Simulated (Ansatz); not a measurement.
**One shape, several levels: InH3 (SMILES [H][In]([H])[H])**

Wanted: a comparison of 6 runs (HF/STO-3G, B2PLYP/STO-3G, PBE0/STO-3G, r2SCAN0/STO-3G, BCCD(T)/STO-3G, CCSDT(Q)/STO-3G) of InH3. 

The calculation is run with Ansatz 0.2.0.

27 further runs of the same task are left out: 1 that didn't finish, 26 set aside as unsound or not needed.

## Step 1: The system as given

InH3: 4 atoms, total charge 0, spin state singlet. SMILES: `[H][In]([H])[H]`. The H2–In1 distance was set to 2.578 Å, away from the relaxed value. At this shape a bond of the SMILES string is far longer than usual.

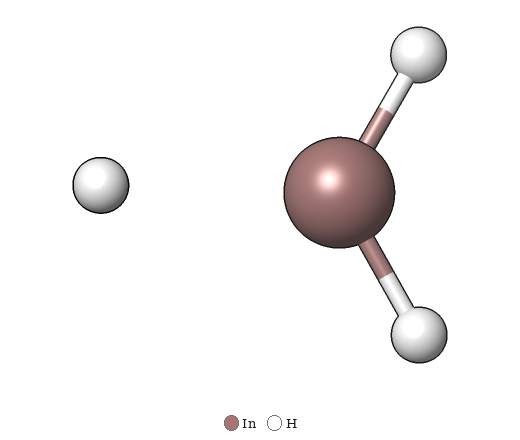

The structure, seen from a chosen angle (indium brown, hydrogen white).

## Step 2: The energy at HF/STO-3G (run 1)

Input file job.yaml:

```yaml
crystal:
  periodic: [false, false, false]
  atoms:
    - {symbol: In, position_ang: [-0.858465, 0.012784, -0.007565]}
    - {symbol: H, position_ang: [1.718930, -0.027790, 0.013510]}
    - {symbol: H, position_ang: [-1.693615, 1.514924, -0.024805]}
    - {symbol: H, position_ang: [-1.744165, -1.459356, -0.002215]}
basis:
  gaussian:
    orbitals: STO-3G
hamiltonian:
  xc: hf
accuracy: high
```

Launch:

```bash
ansatz run job.yaml --threads 1 --pin off --max-ram 2610MiB --events-out events.jsonl --progress --plain --runs-dir runs
```

Log:

```text
Warning: RAYON_NUM_THREADS=1 ignored (pool sized by the plan → 1); use --threads N
Functional definition: HF
  name "HF"
  exchange = exact_x
  correlation = 0
526 factors; integrals over basis functions are off by at most 4.0e-9 eV
mean field evaluation 1: about -154680.5566 eV, gradient 1.1e1 eV
mean field evaluation 2: about -154680.5416 eV, gradient 1.1e1 eV
mean field evaluation 4: about -154681.7197 eV, gradient 6.9e-1 eV
mean field evaluation 8: about -154681.7227 eV, gradient 6.9e-5 eV
mean field -154681.72273002 eV, -5684.4484632907 hartree, gradient 2.2e-8 eV, S^2 0.000000; 0 other end points of the search recorded, 0 dependent functions left out
reference -154681.72273002 eV, -5684.4484632907 hartree; 26, 26 occupied and 4, 4 virtual orbitals, 526 factors
Total energy: -154681.72273002 eV, -5684.4484632907 hartree
```

Wall time 0.24 s (1 thread of AMD EPYC 9R45 (Zen 5), shared host).

## Step 3: A single-point energy at B2PLYP/STO-3G (run 2)

Edit job.yaml of step 2 so:

```diff
@@ -8,6 +8,6 @@
 basis:
-  gaussian:
-    orbitals: STO-3G
-hamiltonian:
-  xc: hf
+  gaussian: {orbitals: STO-3G}
+magnetization: {spin_polarized: false, initial_magnetization: 0}
+hamiltonian: {xc: {name: B2PLYP}}
+correlation: {frozen_orbitals: {H: 0, In: 18}}
 accuracy: high
```

Launch:

```bash
ansatz run job.yaml --threads 1 --pin off --max-ram 2610MiB --events-out events.jsonl --progress --plain --runs-dir runs
```

Log, cut to the lines that bear on the results:

```text
Warning: RAYON_NUM_THREADS=1 ignored (pool sized by the plan → 1); use --threads N
Functional definition: B2PLYP
  name "B2PLYP"
[...]
526 factors; integrals over basis functions are off by at most 4.0e-9 eV
[...]
mean field -154724.08113129 eV, -5686.0051058261 hartree, gradient 2.2e-8 eV, S^2 0.000000; 0 other end points of the search recorded, 0 dependent functions left out; unrestricted orbitals would lower it
18 core orbitals not correlated: weight in the atoms' cores, before any rotation towards them, 1.000 or more for the frozen orbitals, at most 0.000 for the correlated occupied ones
reference -154724.08114850 eV, -5686.0051064585 hartree; 8, 8 occupied and 4, 4 virtual orbitals, 526 factors
second order -1.94529783 eV of doubles, -0.00000000 eV of singles
Total energy: -154724.60637892 eV, -5686.0244083202 hartree
```

Run time: 0.68 s. Hardware: 1 thread of AMD EPYC 9R45 (Zen 5), shared host; peak memory 0.12 GiB.

Runs 3 to 5 aren't shown in full; the table further down has their settings and results.

## Step 4: The energy at CCSDT(Q)/STO-3G (run 6)

Input file molecule.yaml:

```yaml
crystal:
  periodic: [false, false, false]
  atoms:
    - {symbol: In, position_ang: [-0.858465, 0.012784, -0.007565]}
    - {symbol: H, position_ang: [1.718930, -0.027790, 0.013510]}
    - {symbol: H, position_ang: [-1.693615, 1.514924, -0.024805]}
    - {symbol: H, position_ang: [-1.744165, -1.459356, -0.002215]}
basis:
  gaussian:
    orbitals: STO-3G
correlation:
  method: ccsdt_q
  frozen_orbitals: {H: 0, In: 18}
accuracy: high
scf:
  omitted_lower_state_checks: [cluster_reference, increment]
```

Launch:

```bash
ansatz run molecule.yaml --threads 1 --pin off --max-ram 2610MiB --events-out events.jsonl --progress --plain --runs-dir runs
```

Log, cut to the lines that bear on the results:

```text
Warning: RAYON_NUM_THREADS=1 ignored (pool sized by the plan → 1); use --threads N
[... 2 set-up lines as earlier in the session ...]
[...]
526 factors; integrals over basis functions are off by at most 4.0e-9 eV
[...]
mean field -154681.72273002 eV, -5684.4484632907 hartree, gradient 2.2e-8 eV, S^2 0.000000; 0 other end points of the search recorded, 0 dependent functions left out; unrestricted orbitals would lower it
18 core orbitals not correlated: weight in the atoms' cores, before any rotation towards them, 1.000 or more for the frozen orbitals, at most 0.000 for the correlated occupied ones
reference -154681.72273002 eV, -5684.4484632907 hartree; 8, 8 occupied and 4, 4 virtual orbitals, 526 factors
second order -1.37970502 eV of doubles, -0.00000000 eV of singles
cycle   1  -1.91778392 eV  change   -5.4e-1 eV  update   9.7e-2
[...]
cycle  26  -2.38754423 eV  change  -9.4e-10 eV  update  2.3e-10
perturbative correction -0.00170063 eV, -0.0000624971 hartree
Total energy: -154684.11197488 eV, -5684.5362664198 hartree
Checks for a lower state left out: cluster_reference, increment
```

Wall time 0.28 s (1 thread of AMD EPYC 9R45 (Zen 5), shared host).

## Step 5: The series

| run | level | frozen core orbitals | energy (Eh) | wall time |
| --- | --- | --- | --- | --- |
| 1 | HF/STO-3G | – | -5684.448463 | 0.24 s |
| 2 | B2PLYP/STO-3G | 18 | -5686.024408 | 0.68 s |
| 3 | PBE0/STO-3G | – | -5686.221529 | 0.6 s |
| 4 | r2SCAN0/STO-3G | – | -5686.785642 | 1.1 s |
| 5 | BCCD(T)/STO-3G | 18 | -5684.535612 | 0.24 s |
| 6 | CCSDT(Q)/STO-3G | 18 | -5684.536266 | 0.28 s |

## Step 6: Summary of results

```
                                           quantity           value
                                run 6: total energy  -5684.53627 Eh
run 6: correlation energy (18 core orbitals frozen)       -87.8 mEh
                               run 6: T1 diagnostic           0.013
```

In words: Below the HF energy at the same shape and in the same basis (STO-3G): BCCD(T) -87.1 mEh; CCSDT(Q) -87.8 mEh. Totals of different functionals can't be ranked against each other. In runs 2, 5, 6 the log says that unrestricted orbitals would lower the reference, so the values rest on an unstable closed-shell determinant (other closed-shell runs at this shape may share the fault). In runs 1, 2, 3, 4, 5, 6 the basis is minimal, so the values are rough. In runs 1, 2, 3, 4, 5, 6 relativity is left out where basis or elements ask for it. All runs together took 3.2 s, the longest 1.1 s.
